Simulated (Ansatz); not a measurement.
# NaBr (SMILES [Na][Br]): levels of theory compared

Wanted: a comparison of 6 runs (HF/STO-3G, BLYP/STO-3G, CAM-B3LYP/STO-3G, UB3LYP/STO-3G, UPBE/STO-3G, BCCD(T)/STO-3G) of NaBr. 

The calculation is run with Ansatz 0.2.0.

28 further runs of the same task are left out: 5 that didn't finish, 23 set aside as unsound or not needed.

## Step 1: The molecule

The species is NaBr (2 atoms), meant as a singlet with charge 0. As SMILES, `[Na][Br]`. The Br2–Na1 distance was set to 3.134 Å, away from the relaxed value.

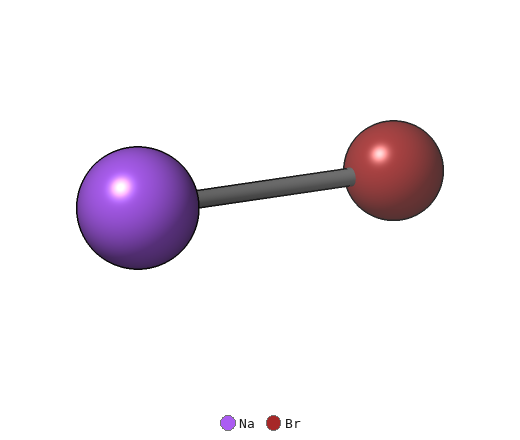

The structure, seen from a chosen angle (sodium purple, bromine red).

## Step 2: A single-point energy at HF/STO-3G (run 1)

The input, molecule.yaml:

```yaml
crystal:
  periodic: [false, false, false]
  atoms:
    - symbol: Na
      position_ang: [1.600668, -0.569071, 0.806042]
    - symbol: Br
      position_ang: [-1.067110, 0.379380, -0.537360]
basis:
  gaussian: {orbitals: STO-3G}
hamiltonian: {xc: hf}
accuracy: high
```

Started as:

```console
$ ansatz run molecule.yaml --threads 1 --pin off --max-ram 3480MiB --events-out events.jsonl --progress --plain --runs-dir runs
```

The program printed:

```text
Warning: RAYON_NUM_THREADS=1 ignored (pool sized by the plan → 1); use --threads N
Functional definition: HF
  name "HF"
  exchange = exact_x
  correlation = 0
342 factors; integrals over basis functions are off by at most 1.0e-8 eV
mean field evaluation 1: about -73592.9959 eV, gradient 1.2e1 eV
mean field evaluation 2: about -73593.0134 eV, gradient 1.2e1 eV
mean field evaluation 4: about -73593.5032 eV, gradient 6.6e-1 eV
mean field evaluation 8: about -73593.5101 eV, gradient 4.4e-4 eV
mean field -73593.51012549 eV, -2704.5116136390 hartree, gradient 4.2e-8 eV, S^2 0.000000; 0 other end points of the search recorded, 0 dependent functions left out
reference -73593.51012549 eV, -2704.5116136390 hartree; 23, 23 occupied and 4, 4 virtual orbitals, 342 factors
Total energy: -73593.51012549 eV, -2704.5116136390 hartree
```

Run time: 0.14 s. Hardware: 1 thread of Intel Xeon 6975P-C (Granite Rapids), shared host.

## Step 3: The energy at BLYP/STO-3G (run 2)

The input, input.yaml:

```yaml
basis:
  gaussian:
    orbitals: STO-3G
crystal:
  periodic: [false, false, false]
  atoms:
    - {symbol: Na, position_ang: [1.600668, -0.569071, 0.806042]}
    - {symbol: Br, position_ang: [-1.067110, 0.379380, -0.537360]}
hamiltonian:
  xc: {name: BLYP}
accuracy: high
```

Started as:

```console
$ ansatz run input.yaml --threads 1 --pin off --max-ram 3480MiB --events-out events.jsonl --progress --plain --runs-dir runs
```

The program printed:

```text
Warning: RAYON_NUM_THREADS=1 ignored (pool sized by the plan → 1); use --threads N
Functional definition: BLYP
  name "BLYP"
  parameter beta = 0.0042
  parameter a = 0.04918
  parameter b = 0.132
  parameter c = 0.2533
  parameter d = 0.349
  exchange = b88_x(beta = beta)
  correlation = lyp_c(a = a, b = b, c = c, d = d)
342 factors; integrals over basis functions are off by at most 1.0e-8 eV
mean field evaluation 1: about -73634.8007 eV, gradient 2.1e1 eV
mean field evaluation 2: about -73603.2176 eV, gradient 5.0e1 eV
mean field evaluation 4: about -73636.1533 eV, gradient 4.7e0 eV
mean field evaluation 8: about -73636.3385 eV, gradient 2.6e-1 eV
mean field evaluation 16: about -73636.3392 eV, gradient 5.3e-8 eV
mean field -73636.33917989 eV, -2706.0855523576 hartree, gradient 3.0e-9 eV, S^2 0.000000; 0 other end points of the search recorded, 0 dependent functions left out
reference -73636.33921337 eV, -2706.0855535881 hartree; 23, 23 occupied and 4, 4 virtual orbitals, 342 factors
Total energy: -73636.33921337 eV, -2706.0855535881 hartree
```

Run time: 0.67 s. Hardware: 1 thread of Intel Xeon 6975P-C (Granite Rapids), shared host; peak memory 0.11 GiB.

Run 3 isn't shown in full; the table further down has it.

## Step 4: The energy at UB3LYP/STO-3G (run 4)

The input, job.yaml:

```yaml
crystal:
  periodic: [false, false, false]
  atoms:
    - {symbol: Na, position_ang: [1.600668, -0.569071, 0.806042]}
    - {symbol: Br, position_ang: [-1.067110, 0.379380, -0.537360]}
basis:
  gaussian:
    orbitals: STO-3G
magnetization:
  spin_polarized: true
hamiltonian:
  xc: {name: B3LYP}
accuracy: high
```

Started as:

```console
$ ansatz run job.yaml --threads 1 --pin off --max-ram 3480MiB --events-out events.jsonl --progress --plain --runs-dir runs
```

The program printed:

```text
Warning: RAYON_NUM_THREADS=1 ignored (pool sized by the plan → 1); use --threads N
Functional definition: B3LYP
  name "B3LYP"
  parameter a0 = 0.2
  parameter ax = 0.72
  parameter ac = 0.81
  exchange = (1 - a0 - ax)*slater_x + ax*b88_x + a0*exact_x
  correlation = (1 - ac)*vwn_rpa_c + ac*lyp_c
342 factors; integrals over basis functions are off by at most 1.0e-8 eV
mean field evaluation 1: about -73639.0300 eV, gradient 1.2e1 eV
mean field evaluation 2: about -73636.7404 eV, gradient 1.9e1 eV
mean field evaluation 4: about -73640.1768 eV, gradient 3.5e-1 eV
mean field evaluation 8: about -73640.1808 eV, gradient 1.1e-3 eV
mean field evaluation 16: about -73640.1808 eV, gradient 1.7e-8 eV
mean field -73640.18076919 eV, -2706.2267281603 hartree, gradient 1.7e-8 eV, S^2 0.000000; 0 other end points of the search recorded, 0 dependent functions left out
reference -73640.18079372 eV, -2706.2267290618 hartree; 23, 23 occupied and 4, 4 virtual orbitals, 342 factors
Total energy: -73640.18079372 eV, -2706.2267290618 hartree
```

It took 1.4 s on 1 thread of Intel Xeon 6975P-C (Granite Rapids), shared host; peak memory 0.14 GiB.

Run 5 isn't shown in full; the table further down has it.

## Step 5: The energy at BCCD(T)/STO-3G (run 6)

job.yaml, as its differences from that of step 4:

```diff
@@ -8,6 +8,8 @@
     orbitals: STO-3G
-magnetization:
-  spin_polarized: true
-hamiltonian:
-  xc: {name: B3LYP}
+total_charge: 0
+correlation:
+  method: bccd_t
+  frozen_orbitals: {Br: 9, Na: 1}
 accuracy: high
+scf:
+  omitted_lower_state_checks: [cluster_reference, increment]
```

Started as:

```console
$ ansatz run job.yaml --threads 1 --pin off --max-ram 3480MiB --events-out events.jsonl --progress --plain --runs-dir runs
```

The program printed, cut to the lines that bear on the results:

```text
Warning: RAYON_NUM_THREADS=1 ignored (pool sized by the plan → 1); use --threads N
Functional definition: HF
  name "HF"
[...]
342 factors; integrals over basis functions are off by at most 1.0e-8 eV
[...]
mean field -73593.51012549 eV, -2704.5116136390 hartree, gradient 4.2e-8 eV, S^2 0.000000; 0 other end points of the search recorded, 0 dependent functions left out
10 core orbitals not correlated: weight in the atoms' cores, before any rotation towards them, 1.000 or more for the frozen orbitals, at most 0.000 for the correlated occupied ones
reference -73593.51012549 eV, -2704.5116136390 hartree; 13, 13 occupied and 4, 4 virtual orbitals, 342 factors
second order -1.07765259 eV of doubles, -0.00000000 eV of singles
cycle   1  -1.06932933 eV  change    8.3e-3 eV  update   2.7e-2
[...]
cycle  16  -1.09942228 eV  change   5.8e-10 eV  update  5.2e-10
perturbative correction -0.05623752 eV, -0.0020666908 hartree
Total energy: -73594.66578529 eV, -2704.5540833534 hartree
Checks for a lower state left out: cluster_reference, increment
```

It took 0.32 s on 1 thread of Intel Xeon 6975P-C (Granite Rapids), shared host.

## Step 6: Overview of the runs

| run | level | frozen core orbitals | energy (Eh) | wall time |
| --- | --- | --- | --- | --- |
| 1 | HF/STO-3G | – | -2704.511614 | 0.14 s |
| 2 | BLYP/STO-3G | – | -2706.085554 | 0.67 s |
| 3 | CAM-B3LYP/STO-3G | – | -2706.282144 | 0.91 s |
| 4 | UB3LYP/STO-3G | – | -2706.226729 | 1.4 s |
| 5 | UPBE/STO-3G | – | -2705.671739 | 0.92 s |
| 6 | BCCD(T)/STO-3G | 10 | -2704.554083 | 0.32 s |

## Step 7: Results

| quantity | value |
| --- | --- |
| run 6: total energy | -2704.55408 Eh |
| run 6: correlation energy (10 core orbitals frozen) | -42.5 mEh |
| run 6: (T) correction | -2.07 mEh |

Totals of different functionals can't be ranked against each other. In runs 1, 2, 3, 4, 5, 6 the basis is minimal, so the values are rough. All runs together took 4.4 s, the longest 1.4 s.
